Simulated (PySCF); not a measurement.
## Excited-state calculation, with input and output: N$_{2}$

System: N$_{2}$, SMILES N#N.
Method: TDDFT LDA/def2-SVPD, vertical, gas phase, core orbitals frozen in the response (PySCF 2.14.0).

The geometry comes from this level: PBE0-D3(BJ)/def2-SVP.

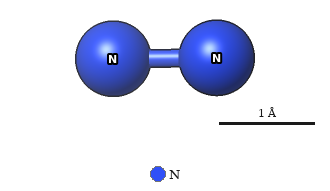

The structure as given in the input (ball-and-stick view, seen on its broad side). Bond lengths as drawn: N–N 1.10 Å.

Results in brief:

| quantity | value |
| --- | --- |
| outcome | converged |
| total energy | −108.562873 hartree |
| HOMO | −10.35 eV |
| LUMO | −2.14 eV |
| dipole moment | 0.00 D |
| mean polarisability | 11.16 a.u. |
| vertical ionisation energy | 15.65 eV |
| vertical electron affinity | −2.60 eV |
| lowest singlet excitation | 9.14 eV |
| hardware | 1 CPU thread, shared host |
| wall time | 1.2 s |
| peak memory | 0.3 GiB |

The input:
```
{"job": {"kind": "uv", "xc": "LDA", "basis": "def2-SVPD", "ip": true}, "charge": 0, "multiplicity": 1}
N      0.548888     0.000000     0.000000
N     -0.548888    -0.000000    -0.000000
```

The first line tells a small driver script what to run in PySCF; the rest is the geometry in Å.

Output:
```
coarse grid: 2128 points
cycle   1  E = -108.5397632131  dE =  1.505e-01  |g| = 7.558e-02  |ddm| = 1.845e+00
cycle   2  E = -108.5408069234  dE = -1.044e-03  |g| = 2.911e-02  |ddm| = 2.810e-01
cycle   3  E = -108.5409868532  dE = -1.799e-04  |g| = 1.179e-02  |ddm| = 5.041e-02
cycle   4  E = -108.5410207978  dE = -3.394e-05  |g| = 5.056e-04  |ddm| = 1.288e-02
cycle   5  E = -108.5410208531  dE = -5.527e-08  |g| = 3.399e-05  |ddm| = 1.360e-03
final grid: 21984 points
cycle   6  E = -108.5628724571  dE = -3.336e-06  |g| = 5.080e-04  |ddm| = 1.526e-02
cycle   7  E = -108.5628724820  dE = -2.483e-08  |g| = 3.083e-04  |ddm| = 1.010e-03
cycle   8  E = -108.5628725062  dE = -2.423e-08  |g| = 4.990e-05  |ddm| = 4.762e-04
cycle   9  E = -108.5628725068  dE = -5.823e-10  |g| = 5.692e-06  |ddm| = 4.885e-05
```

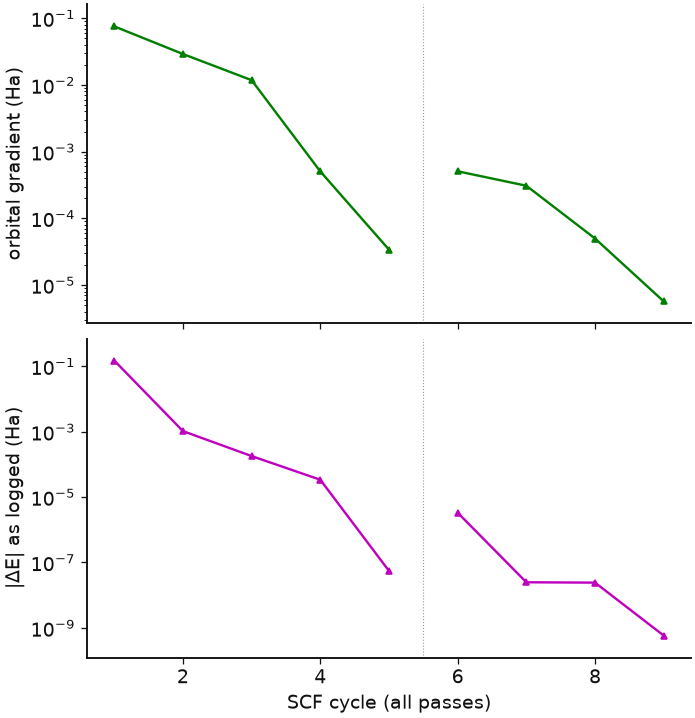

Convergence of the self-consistent field: orbital gradient and size of the energy change against the SCF cycle. The dotted line marks the change from a coarse to the final integration grid. The first 5 cycles use a coarse grid, the final grid takes over at cycle 6, and the field converges after 9 cycles in all.

```
converged SCF energy = -108.5628725068

Static polarisability (au): isotropic 11.158, principal 9.378 9.378 14.717

Singlet excitations
state   eV       nm        f      main configurations
  1   9.1446    135.6   0.00000   H->L 0.99
  2   9.1446    135.6   0.00000   H->L+1 0.99
  3   9.7419    127.3   0.00000   H-2->L+1 0.50, H-1->L 0.50
  4  10.3353    120.0   0.00000   H-1->L 0.50, H-2->L+1 0.50
  5  10.3353    120.0   0.00000   H-1->L+1 0.50, H-2->L 0.50
  6  12.8882     96.2   0.13483   H-3->L+1 0.84, H-3->L 0.12
  7  12.8882     96.2   0.13483   H-3->L 0.84, H-3->L+1 0.12
  8  13.5110     91.8   0.00000   H->L+2 0.98
  9  14.2174     87.2   0.78175   H->L+3 0.56, H-2->L 0.16, H-1->L+1 0.16
 10  14.5769     85.1   0.08492   H-2->L+2 0.63, H-1->L+2 0.36

Triplet excitations (Tamm-Dancoff, eV): 7.6169 7.6169 8.1236 8.9422
Vertical ionisation energy (delta-SCF) = 15.6461 eV
Vertical electron affinity (delta-SCF) = -2.5960 eV
```

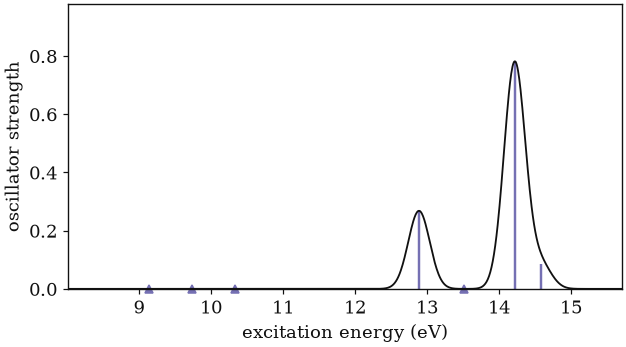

Computed excitations as sticks (degenerate states added up, dark ones marked on the axis), with a Gaussian envelope of 0.35 eV full width at half maximum, scaled to the tallest. Of the 10 states the lowest lies at 9.14 eV (f = 0.000); the strongest line is at 14.22 eV, or 87 nm (f = 0.782).

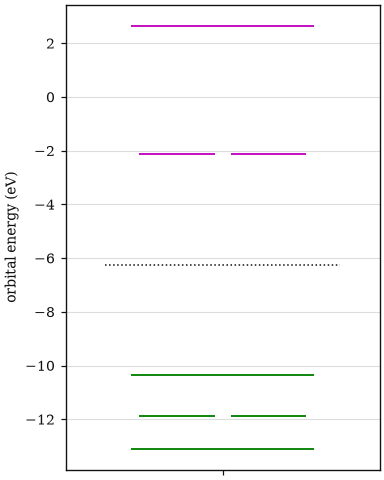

Orbital energies near the frontier; the dotted line parts filled from empty levels, and levels within 0.02 eV of each other stand side by side. Highest filled −10.35 eV, lowest empty −2.14 eV, 8.21 eV apart.
